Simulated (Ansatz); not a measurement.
A series of calculations on SiNH₆SF

**1. Relaxation**

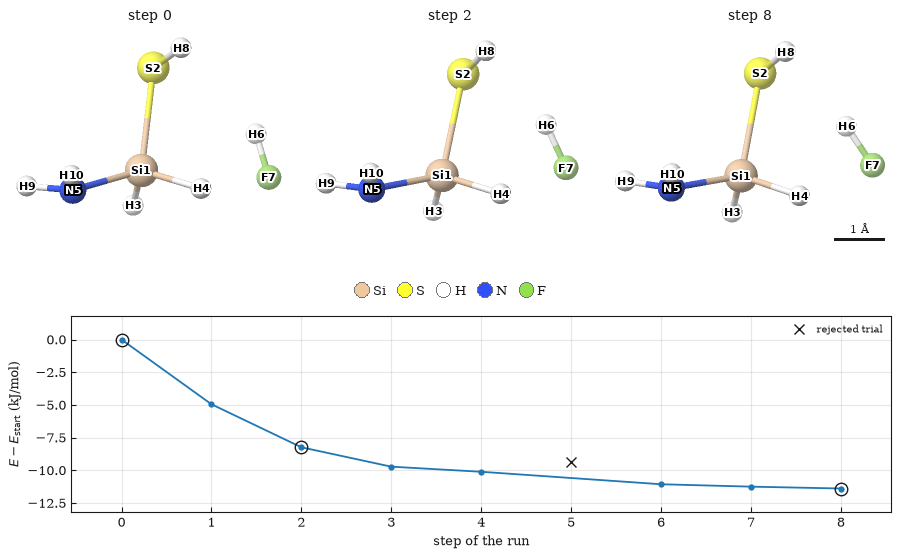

Frames of a relaxation of SiNH$_{6}$SF, marked on the history of the run. A ball-and-stick model, seen at a tilt.

The run prepares an end point of a later path (reaction) calculation, from a guessed geometry.

Method: Ansatz, UKS PBE-D4/def2-SVP. (collinear spin; force threshold 0.03 eV/Å; at most 50 steps)

Question: What happens along the run?

Answer: The atom that moves furthest after the best rigid fit is H6 (0.30 Å). Largest moves by element: H 0.30 Å, F 0.26 Å, S 0.21 Å, Si 0.11 Å, N 0.05 Å. Near-neighbour distances that change, for instance: Si1–S2 2.176 → 2.223 Å, H6–F7 0.921 → 0.954 Å, Si1–N5 1.739 → 1.732 Å. After 7 accepted moves (8 points after the start) the energy has fallen by 11.4 kJ/mol. Largest force component: 1.2 eV/Å at the start, 0.03 eV/Å at the end. The line search rejected the trial step at point 5 of the run. The run took 13 s on 2 threads of INTEL(R) XEON(R) PLATINUM 8581C CPU @ 2.30GHz (Emerald Rapids), with other jobs on the host, peak memory 0.19 GiB. From step 0 to 2: H6 moves most (0.32 Å), energy −8.24 kJ/mol. From step 2 to 8: F7 moves most (0.14 Å), energy −3.15 kJ/mol.

Limits of the set-up: the start holds two separate molecules, 2.7 Å apart at their closest, whose relative position is a soft coordinate.

**2. Relaxation**

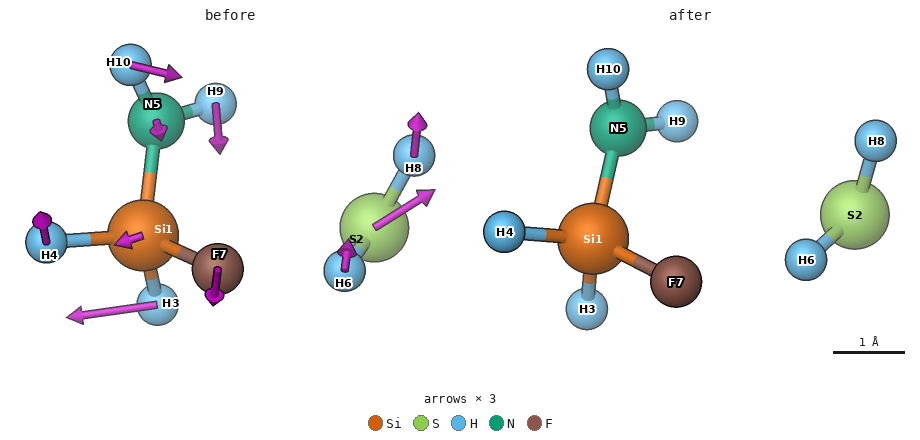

The structure of SiNH₆SF before (left) and after (right) a relaxation, at one scale. The purple arrows give the displacements, magnified 3 times.

A ball-and-stick model, seen at a tilt.

The run prepares an end point of a later path (reaction) calculation, from a guessed geometry.

Level of theory: UKS PBE-D4/def2-SVP in Ansatz 0.2.0. Set-up: collinear spin; force threshold 0.03 eV/Å; at most 50 steps.

Q: What changed between the two?

A: After 9 accepted moves (10 points after the start) the energy has fallen by 3.57 kJ/mol. Largest force component: 0.21 eV/Å at the start, 0.016 eV/Å at the end. The line search rejected the trial step at point 2 of the run. The largest move after the best rigid fit is that of H3, 0.44 Å. By element the largest moves are H 0.44 Å, S 0.35 Å, F 0.26 Å, Si 0.15 Å, N 0.12 Å. Near-neighbour distances that change, for instance: Si1–F7 1.672 → 1.663 Å.

**3. Path**

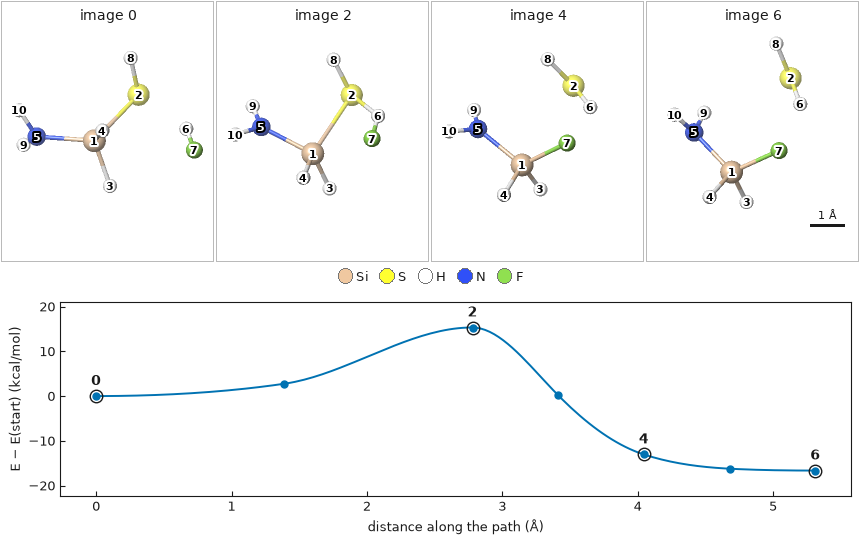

A search for the minimum-energy path of SiNH$_{6}$SF by the nudged elastic band. Images are numbered from 0 (start) to 6 (end). A ball-and-stick model, seen at a tilt.

Method: UKS PBE-D4/def2-SVP (Ansatz). Settings: 5 movable images; climbing image; force threshold 0.05 eV/Å; iteration limit 60; starting path through a guess of the saddle point.

Question: Read off the barrier and say what moves.

Answer: Breaking: H6–F7 (0.95 → 1.07 at the top → 2.18 Å), Si1–S2 (2.22 → 2.44 at the top → 3.87 Å). Forming: S2–H6 (2.16 → 1.75 at the top → 1.37 Å), Si1–F7 (3.08 → 2.06 at the top → 1.66 Å). Forward barrier 15.3 kcal/mol, backward barrier 32.0 kcal/mol, with image 2 at the top; the reaction energy is −16.6 kcal/mol. The band is converged.

The run took 3.3 min on 2 threads of INTEL(R) XEON(R) PLATINUM 8581C CPU @ 2.30GHz (Emerald Rapids) (shared host), peak memory 0.18 GiB.
